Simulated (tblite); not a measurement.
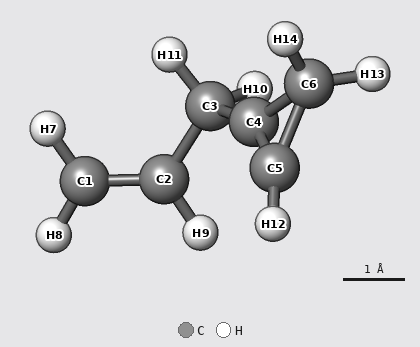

*The structure as given in the input (ball-and-stick view, seen at a tilt; atoms are numbered from 1 in the order of the input).*

# Run report: C6H8, nudged elastic band

System: C6H8.
Method: GFN2-xTB climbing-image nudged elastic band, gas phase (tblite 0.8.0).

The program's output
```
image   E - E0 / eV
  0       0.0000
  1       0.0027
  2       0.0109
  3       0.0195
  4       0.0238
  5       0.0225
  6       0.0181
  7       0.0149
  8       0.0152
```

This output came from the following input.

Input
```
{"job": {"kind": "neb", "xc": "GFN2-xTB", "basis": "xTB", "atoms": [1, 2, 3, 5], "turn": 120}, "charge": 0, "multiplicity": 1}
C      2.565569     0.073732     0.287799
C      1.453594    -0.030138    -0.413640
C      0.256004    -0.821204     0.016193
C     -0.931568     0.036796     0.148709
C     -1.535491     1.185009     0.096041
C     -2.391994     0.016762     0.500177
H      2.687884    -0.425551     1.235481
H      3.402907     0.658496    -0.052542
H      1.347681     0.484373    -1.359394
H      0.038588    -1.600568    -0.724778
H      0.447188    -1.319167     0.972247
H     -1.536026     2.231251    -0.081836
H     -3.110601    -0.393249    -0.203271
H     -2.694411    -0.097014     1.536735
```

The first line tells a small driver script what to run in tblite; the rest is the geometry in Å.

Run as:
```bash
OMP_NUM_THREADS=1 python <driver script> task.json out
```

Summary

```json
{"quantity": "outcome", "value": "converged"}
{"quantity": "forward barrier", "value": "0.024 eV"}
{"quantity": "hardware", "value": "1 CPU thread, shared host"}
{"quantity": "wall time", "value": "2.4 s"}
{"quantity": "peak memory", "value": "0.18 GiB"}
```
